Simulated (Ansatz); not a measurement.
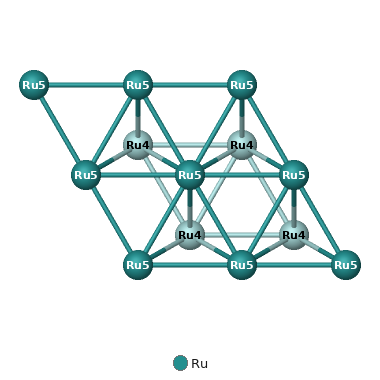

The system is F on a Ru(001) slab cut from the P6_3/mmc phase, its upper half relaxed before the scan (5 atoms of substrate and one adsorbate in a 1 × 1 cell); the picture shows it without the atoms that are moved over the map. F is moved over the surface cell; relaxed at each place: the height of the adsorbate's atoms; substrate rigid; the origin of the map has the adsorbate above Ru5. Places are given modulo a cell vector. The map is drawn in real space over the plane of the surface. Grid: 6 × 6 points; 10 points were computed and 26 follow by symmetry. Energies: meV, counted from the lowest grid point. With one adsorbate in each 1 × 1 cell, its nearest image is 2.7 Å away, so neighbouring adsorbates interact. The runs have no spin polarisation; a magnetic state may lie lower. Theory: Ansatz, DFT PBE, scalar-relativistic, plane waves, PAW. Settings: cutoff 420 eV, k-mesh 12×12×1, gaussian smearing 0.1 eV, no spin polarisation.

Range: position of F6 along the first surface vector from 0.000 to 0.833; position of F6 along the second surface vector from 0.000 to 0.833.

Question: What will the energy surface look like?

Answer: The lowest grid point is at the top site over a surface Ru atom, (0/6, 0/6) of the cell vectors. There are further wells near a threefold hollow, (2/6, 4/6) of the cell vectors (64 meV above the lowest at that grid point); a bridge site between two Ru atoms, (0/6, 3/6) of the cell vectors (75 meV above the lowest at that grid point). The highest grid point, a threefold hollow over a second-layer Ru atom, (4/6, 2/6) of the cell vectors, lies 298 meV above the lowest. On the interpolated surface the easiest way out of the lowest well to the well at about (0.06, 0.53) of the cell vectors passes a barrier of about 260 meV. At the lowest point the adsorbate has 1 Ru at 1.86 Å as nearest neighbours, at the highest 3 Ru at 2.24 Å. Its relaxed height above the top atom is 1.86 Å at the lowest and 1.60 Å at the highest point.

| second ↓, first → | 0/6 | 1/6 | 2/6 | 3/6 | 4/6 | 5/6 |
| --- | --- | --- | --- | --- | --- | --- |
| 5/6 | 148 | 269 | 135 | 135 | 269 | 148 |
| 4/6 | 246 | 135 | 64 | 135 | 246 | 270 |
| 3/6 | 75 | 135 | 135 | 75 | 226 | 226 |
| 2/6 | 246 | 269 | 246 | 226 | 298 | 226 |
| 1/6 | 148 | 148 | 270 | 226 | 226 | 270 |
| 0/6 | 0 | 148 | 246 | 75 | 246 | 148 |

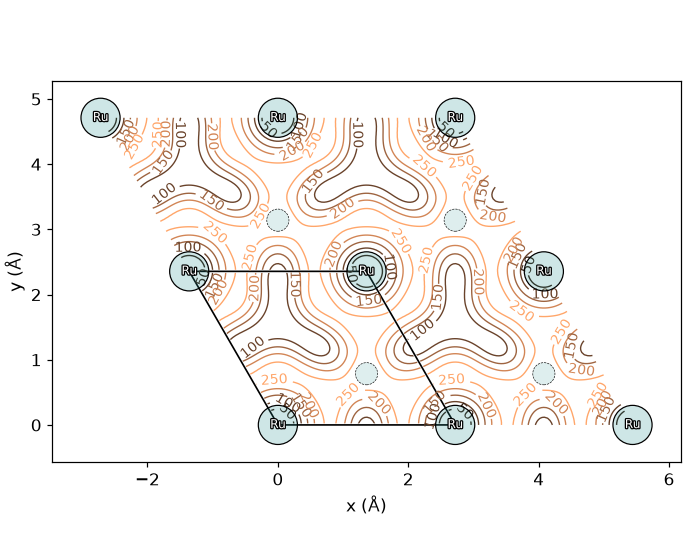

In the figure: contour lines labelled in meV, labelled circles for the atoms of the top layer and small ones for the second layer, the outline of one cell of the 2 × 2 shown. Between grid points the surface is interpolated.

Each point was launched as `ansatz run input.yaml --threads 2 --pin off --max-ram 6144MiB --backend cpu --events-out ev --progress --plain --runs-dir out`. Time for the 10 points that were run: 26 min on 2 threads of Arm Neoverse N1 (shared host).

PAW datasets: the set soft_1.
